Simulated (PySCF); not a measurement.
C₃H₆NSi (doublet)

```yaml
atoms:
  - { symbol: C, position_ang: [-0.1841, -1.2654, 0.3874] }
  - { symbol: C, position_ang: [-1.3304, -0.6389, -0.0906] }
  - { symbol: N, position_ang: [-1.2651, 0.5656, -0.5889] }
  - { symbol: C, position_ang: [-0.0684, 1.2526, -0.2896] }
  - { symbol: Si, position_ang: [1.2546, -0.1149, 0.1386] }
  - { symbol: H, position_ang: [-0.2155, -2.2709, 0.7704] }
  - { symbol: H, position_ang: [-2.2866, -1.1432, -0.1540] }
  - { symbol: H, position_ang: [0.1628, 1.9520, -1.0927] }
  - { symbol: H, position_ang: [-0.2121, 1.8368, 0.6247] }
  - { symbol: H, position_ang: [2.0690, 0.1820, 1.3180] }
  - { symbol: H, position_ang: [2.0810, -0.3530, -1.0491] }
```

Geometry: GFN2-xTB.

These are results of UKS B3LYP, pcH-1 on C H N Si, non-relativistic, mean-field spin-orbit, GIAO (PySCF), not measurements.

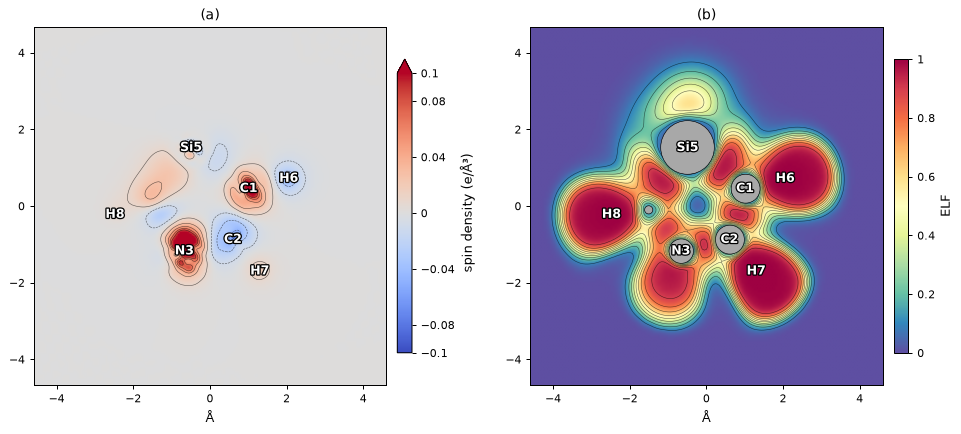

Figure 1. (a) spin density; (b) electron localisation function on the plane of atoms C1, C2 and N3. Grey discs cover the atomic cores in the ELF map.

Describe what can be read from this map.

The plane passes through C, N, Si and H nuclei. C–N (1.31 Å): the ELF peaks at about 0.90 between the atoms: a covalent bond. C–C (1.39 Å): the ELF peaks at about 0.95 between the atoms: localised, covalent bonding. C–Si (1.86 Å): the ELF peaks at about 0.95 between the atoms: localised, covalent bonding. C–H (1.08 Å): the ELF climbs to about 1 towards the hydrogen, as it does in any bond to H; a covalent bond by its length. The ELF also peaks beside N3, away from the bonds: non-bonding electrons, paired or unpaired. The unpaired spin (1 electron) lies mostly on C1 (about 0.4) and N3 (about 0.4), in electrons by Hirshfeld's partition.

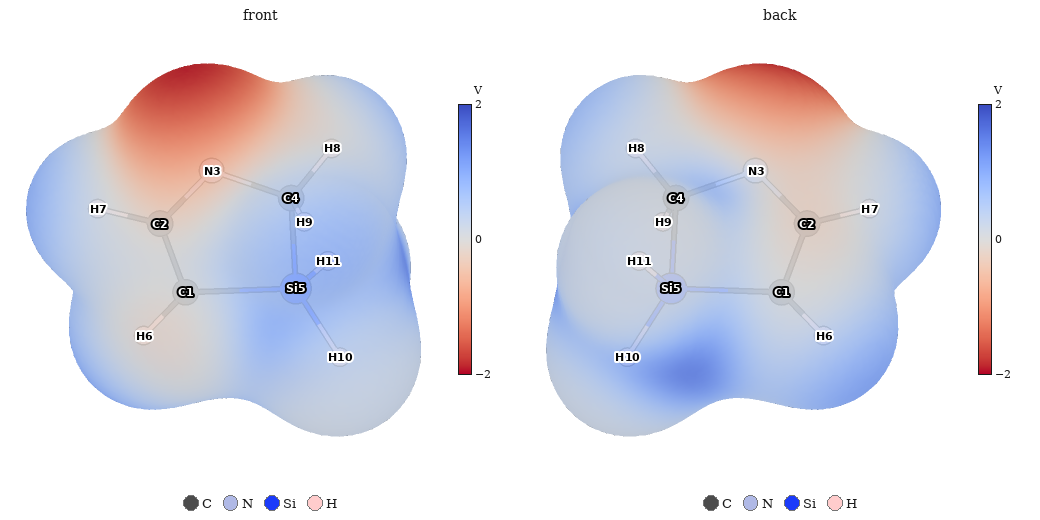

Figure 2. The electrostatic potential painted on the density surface at 0.002 e/bohr³, seen from the front and from behind; red is negative and blue positive.

Which sites attract a positive test charge, and which a negative one?

A positive charge is drawn to the negative regions and a negative charge to the positive ones. The most negative region (about −1.9 V) lies over N3, the most positive (about +1.4 V) over Si5. N3 is the likeliest acceptor of a hydrogen bond.
